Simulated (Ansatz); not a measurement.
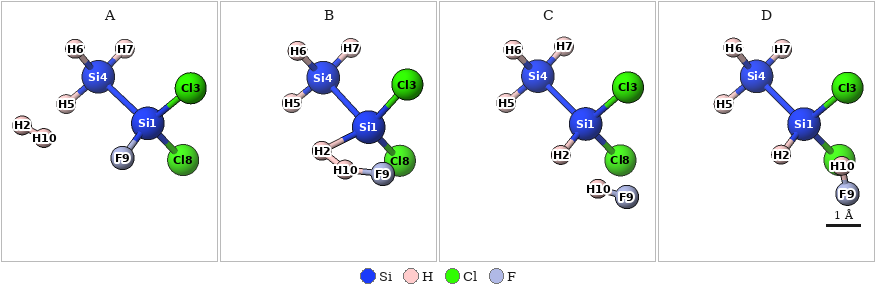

4 geometries from a converged minimum-energy path of Si₂H₅Cl₂F, made up at the start of Si$_{2}$H$_{4}$Cl$_{2}$ and HF, shuffled. Style: ball-and-stick. Shown from a free direction.

These are results of RKS PBE0-D4/def2-SVP (Ansatz), not measurements. Run with 7 movable images; climbing image; force threshold 0.05 eV/Å; iteration limit 43; starting path through a guess of the saddle point.

Question: Which of them lies highest in energy?

Answer: B. In order along the path, whose images run from 0 to 8: D (image 1, +2.0 kcal/mol), C (image 2, +4.0 kcal/mol), B (image 4, +32.4 kcal/mol), A (image 8, −22.8 kcal/mol). Breaking: F9–H10 (0.93 → 1.16 at the top → 2.47 Å), Si1–H2 (1.48 → 1.72 at the top → 4.00 Å). Forming: H2–H10 (2.88 → 1.02 at the top → 0.76 Å), Si1–F9 (3.20 → 1.91 at the top → 1.62 Å).

Limits of the set-up: the start holds two separate molecules, 2.3 Å apart at their closest, whose relative position is a soft coordinate.
